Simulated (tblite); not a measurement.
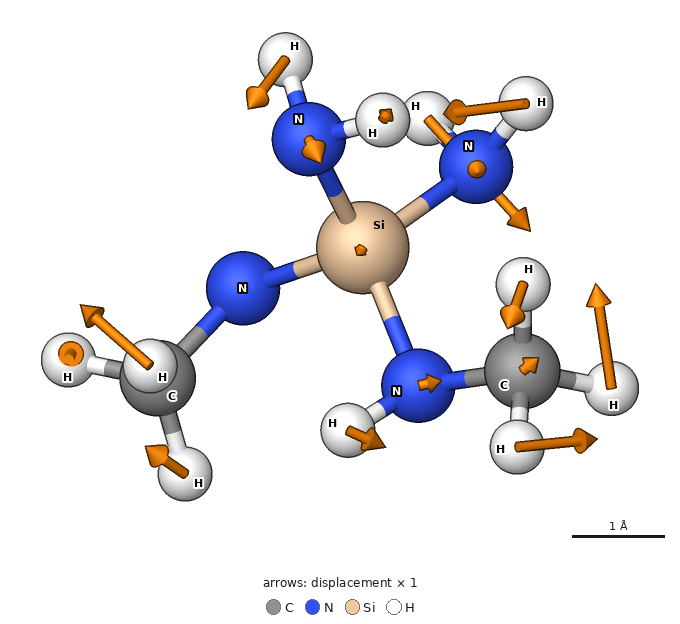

This is a relaxation of C2H11N4Si (charge −1). The starting structure is drawn; orange arrows show the displacements, at their true length. The two geometries are superimposed by the best rigid fit.

A ball-and-stick model, seen at a tilt.

All numbers below come from tblite 0.8.0, GFN2-xTB geometry optimisation, gas phase. 

Atoms of which element are displaced furthest, and by how much?

Answer. Hydrogen: up to 1.73 Å, against 0.45 Å for carbon.

What happened in the run?

Answer. The energy falls by 27.4 kcal/mol in 145 geometry steps. The largest move after the best rigid fit is that of an H atom, 1.73 Å. Largest moves by element: H 1.73 Å, C 0.45 Å, N 0.41 Å, Si 0.12 Å. Near-neighbour distances that change, for instance: N–Si 1.780 → 1.653 Å, H–N 1.057 → 1.011 Å, C–N 1.470 → 1.424 Å, C–H 1.134 → 1.089 Å. Bond angles that change, for instance: N–Si–N 113.6° → 99.7°, C–N–Si 112.0° → 125.3°, N–Si–N 107.3° → 118.6°. Groups turn about N–Si by about 115°, C–N by about 40°, N–Si by about 35°. The run took 1.6 s on 1 thread of Intel(R) Xeon(R) Processor, with other jobs on the host.
